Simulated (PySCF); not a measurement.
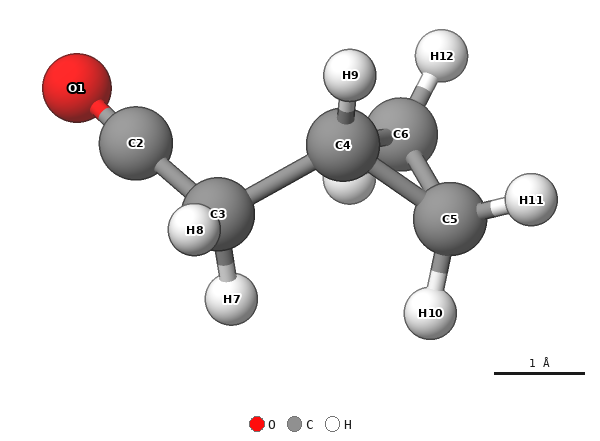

**Figure 1.** The input geometry of run A (ball-and-stick view, seen at a tilt; atoms are numbered from 1 in the order of the input). Bond lengths as drawn: C–C 1.34 to 1.60 Å, C–H 1.04 to 1.12 Å and C–O 1.11 Å.

**C₅H₇O: a changed input and its effect**

System: C₅H₇O, charge +1, SMILES [O+]#CCC1CC1.
Method of run A: GIAO PBE0/pcSseg-1 NMR shielding, non-relativistic, gas phase (PySCF 2.14.0).

The geometry comes from this level: GFN2-xTB, MD frame at 425 fs, 200 K. Text and figures count atoms from 1; the logs count them from 0 in places.

### Input file, run A
```
{"job": {"kind": "nmr", "xc": "PBE0", "basis": "pcSseg-1", "pop": false}, "charge": 1, "multiplicity": 1}
O      2.263000     0.516800     1.158500
C      1.467900    -0.234400     0.990700
C      0.364800    -0.991400     0.907700
C     -0.666000    -0.256400    -0.078800
C     -2.102700    -0.305800     0.333200
C     -1.319500     0.982800     0.495800
H     -0.151000    -1.101000     1.894700
H      0.619900    -1.953200     0.452600
H     -0.412900    -0.332100    -1.110900
H     -2.282300    -0.860100     1.258300
H     -2.838800    -0.405900    -0.427900
H     -1.452100     1.851000    -0.069700
H     -1.006200     1.181400     1.511200
```

The first line tells a small driver script what to run in PySCF; the rest is the geometry in Å.

Launched with:
```bash
OMP_NUM_THREADS=1 python <driver script> task.json out
```

Hardware: 1 CPU thread, shared host.

### Output (run A)
```
coarse grid: 10856 points
cycle   1  E = -269.1133367829  dE =  1.413e+00  |g| = 6.882e-01  |ddm| = 3.168e+00
cycle   2  E = -268.7586578566  dE =  3.547e-01  |g| = 1.574e+00  |ddm| = 1.518e+00
cycle   3  E = -269.2153808321  dE = -4.567e-01  |g| = 1.608e-01  |ddm| = 8.683e-01
cycle   4  E = -269.2211419072  dE = -5.761e-03  |g| = 5.777e-02  |ddm| = 1.859e-01
cycle   5  E = -269.2218541802  dE = -7.123e-04  |g| = 1.219e-02  |ddm| = 4.640e-02
cycle   6  E = -269.2218848110  dE = -3.063e-05  |g| = 3.523e-03  |ddm| = 1.209e-02
cycle   7  E = -269.2218876218  dE = -2.811e-06  |g| = 8.811e-04  |ddm| = 3.103e-03
final grid: 104856 points
cycle   8  E = -269.2703474315  dE = -1.822e-05  |g| = 1.390e-02  |ddm| = 2.888e-02
cycle   9  E = -269.2702324841  dE =  1.149e-04  |g| = 2.863e-02  |ddm| = 2.166e-02
cycle  10  E = -269.2703842904  dE = -1.518e-04  |g| = 2.924e-03  |ddm| = 1.462e-02
cycle  11  E = -269.2703861530  dE = -1.863e-06  |g| = 2.362e-04  |ddm| = 2.222e-03
cycle  12  E = -269.2703861652  dE = -1.226e-08  |g| = 1.098e-04  |ddm| = 3.360e-04
cycle  13  E = -269.2703861681  dE = -2.908e-09  |g| = 2.692e-05  |ddm| = 1.005e-04
cycle  14  E = -269.2703861683  dE = -1.422e-10  |g| = 1.047e-05  |ddm| = 2.483e-05
converged SCF energy = -269.2703861683

GIAO shielding tensors (ppm)
atom      isotropic    diamagn.    paramagn.     s11        s22        s33       span
  0 O      -17.857     397.420    -415.277   -202.903   -149.620    298.953    501.856
  1 C       24.263     263.922    -239.659   -100.332    -91.277    264.399    364.730
  2 C      172.574     255.633     -83.059    156.698    173.383    187.640     30.943
  3 C      158.254     251.529     -93.275    125.922    133.656    215.182     89.260
  4 C      166.460     255.190     -88.730    122.691    176.203    200.486     77.795
  5 C      179.866     252.504     -72.638    141.266    180.717    217.616     76.350
  6 H       28.184      27.539       0.645     22.750     27.201     34.600     11.850
  7 H       27.485      27.180       0.305     22.034     25.342     35.080     13.047
  8 H       29.517      32.405      -2.888     23.096     27.136     38.318     15.222
  9 H       30.332      30.210       0.122     24.527     27.918     38.551     14.024
 10 H       29.729      29.769      -0.040     24.462     25.031     39.695     15.233
 11 H       30.498      31.227      -0.729     25.275     25.579     40.640     15.365
 12 H       31.322      31.735      -0.413     25.788     28.477     39.701     13.913
```

For run B the input was changed thus:
```diff
-O      2.263000     0.516800     1.158500
-C      1.467900    -0.234400     0.990700
-C      0.364800    -0.991400     0.907700
-C     -0.666000    -0.256400    -0.078800
-C     -2.102700    -0.305800     0.333200
-C     -1.319500     0.982800     0.495800
-H     -0.151000    -1.101000     1.894700
-H      0.619900    -1.953200     0.452600
-H     -0.412900    -0.332100    -1.110900
-H     -2.282300    -0.860100     1.258300
-H     -2.838800    -0.405900    -0.427900
-H     -1.452100     1.851000    -0.069700
-H     -1.006200     1.181400     1.511200
+O      2.117200     0.858300     1.071600
+C      1.554200    -0.034400     0.705400
+C      0.694000    -0.981000     0.261900
+C     -0.242300    -0.045200    -0.482300
+C     -1.703000    -0.161200    -0.197600
+C     -0.933200     0.954100     0.365200
+H      0.231200    -1.487600     1.111400
+H      1.055500    -1.837800    -0.358400
+H      0.151200     0.216500    -1.465700
+H     -2.123200    -0.917900     0.433600
+H     -2.395900    -0.028700    -1.001000
+H     -1.091900     1.955000    -0.018700
+H     -0.748700     0.941500     1.460300
```

How does run B compare with run A?

With the same method and basis, run B lies 0.38 kcal/mol lower. The HOMO goes from −13.56 to −13.94 eV. The LUMO goes from −7.69 to −7.58 eV. Of all shieldings, the largest change is that of C4, by +18.1 ppm. The number of SCF iterations is the same.

### Output (run B)
```
coarse grid: 10856 points
cycle   1  E = -269.1109785015  dE =  1.533e+00  |g| = 7.044e-01  |ddm| = 3.182e+00
cycle   2  E = -268.7316325415  dE =  3.793e-01  |g| = 1.624e+00  |ddm| = 1.562e+00
cycle   3  E = -269.2156792438  dE = -4.840e-01  |g| = 1.760e-01  |ddm| = 9.105e-01
cycle   4  E = -269.2226054256  dE = -6.926e-03  |g| = 6.306e-02  |ddm| = 2.011e-01
cycle   5  E = -269.2234553064  dE = -8.499e-04  |g| = 1.258e-02  |ddm| = 4.991e-02
cycle   6  E = -269.2234875171  dE = -3.221e-05  |g| = 3.350e-03  |ddm| = 1.253e-02
cycle   7  E = -269.2234900180  dE = -2.501e-06  |g| = 8.056e-04  |ddm| = 3.021e-03
final grid: 104856 points
cycle   8  E = -269.2709481142  dE = -1.194e-05  |g| = 1.404e-02  |ddm| = 2.817e-02
cycle   9  E = -269.2708183587  dE =  1.298e-04  |g| = 2.994e-02  |ddm| = 2.285e-02
cycle  10  E = -269.2709859613  dE = -1.676e-04  |g| = 2.695e-03  |ddm| = 1.568e-02
cycle  11  E = -269.2709875480  dE = -1.587e-06  |g| = 2.481e-04  |ddm| = 2.019e-03
cycle  12  E = -269.2709875615  dE = -1.349e-08  |g| = 1.095e-04  |ddm| = 3.399e-04
cycle  13  E = -269.2709875643  dE = -2.820e-09  |g| = 2.458e-05  |ddm| = 9.764e-05
cycle  14  E = -269.2709875644  dE = -1.158e-10  |g| = 8.836e-06  |ddm| = 2.433e-05
converged SCF energy = -269.2709875644

GIAO shielding tensors (ppm)
atom      isotropic    diamagn.    paramagn.     s11        s22        s33       span
  0 O      -27.921     397.275    -425.196   -215.990    -97.613    229.840    445.830
  1 C       24.492     263.208    -238.716    -94.706    -86.979    255.161    349.867
  2 C      169.784     254.137     -84.354    153.408    168.380    187.563     34.155
  3 C      176.381     254.246     -77.865    148.885    157.495    222.765     73.880
  4 C      163.685     252.319     -88.634    117.329    175.235    198.490     81.161
  5 C      172.700     251.893     -79.193    135.115    177.410    205.575     70.460
  6 H       28.614      28.246       0.369     23.845     26.578     35.421     11.576
  7 H       26.366      25.808       0.558     21.304     23.175     34.620     13.316
  8 H       29.603      31.379      -1.776     22.459     26.639     39.713     17.254
  9 H       29.907      30.698      -0.791     24.641     27.231     37.849     13.208
 10 H       29.616      29.292       0.324     24.024     25.080     39.744     15.719
 11 H       29.368      29.954      -0.586     24.099     24.732     39.273     15.174
 12 H       30.186      30.709      -0.523     25.611     26.963     37.983     12.372
```

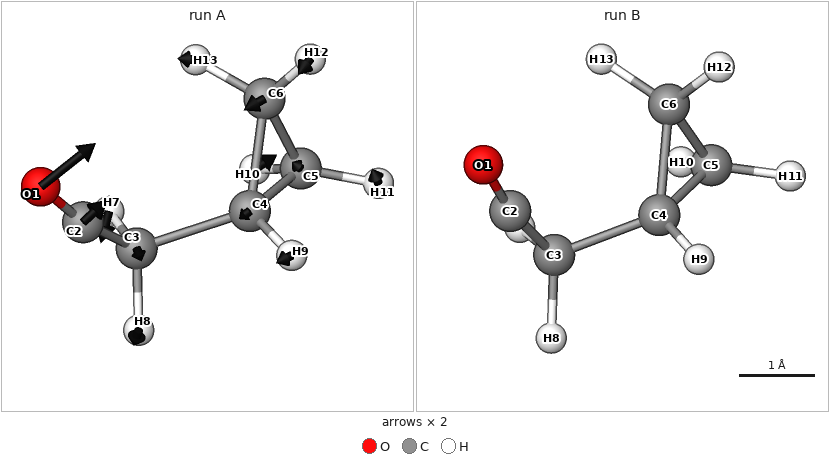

**Figure 2.** The two input geometries at one scale (ball-and-stick view, seen at a tilt). The black arrows on the first give the shifts of the atoms after the best rigid fit, magnified 2 times. The largest move after the best rigid fit is that of O1, 0.47 Å. By element the largest moves are O 0.47 Å, C 0.23 Å, H 0.22 Å. Among the contacts that change: C3–C4 1.605 → 1.519 Å, C5–C6 1.517 → 1.467 Å, C6–H12 1.045 → 1.084 Å, C4–C6 1.514 → 1.481 Å.

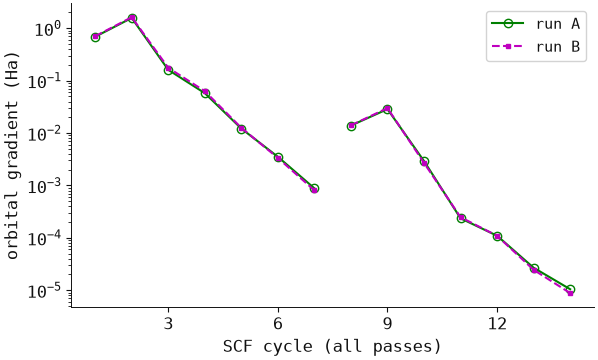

**Figure 3.** Convergence of the two runs: orbital gradient against the SCF cycle. A break in a curve parts two SCF passes (coarse and final grid). Run A takes 14 cycles in all, and run B takes 14.

### The two runs side by side

| quantity | run A | run B |
| --- | --- | --- |
| outcome | converged | converged |
| total energy (hartree) | −269.270386 | −269.270988 |
| HOMO (eV) | −13.56 | −13.94 |
| LUMO (eV) | −7.69 | −7.58 |
| shielding of O1 (ppm) | −17.9 | −27.9 |
| shielding of C3 (ppm) | 172.6 | 169.8 |
| shielding of C4 (ppm) | 158.3 | 176.4 |
| shielding of C5 (ppm) | 166.5 | 163.7 |
| shielding of C6 (ppm) | 179.9 | 172.7 |
| shielding of H12 (ppm) | 30.5 | 29.4 |
| shielding of H13 (ppm) | 31.3 | 30.2 |
| SCF iterations | 14 | 14 |
| basis functions | 137 | 137 |
| wall time (shared host) | 26 s | 38 s |
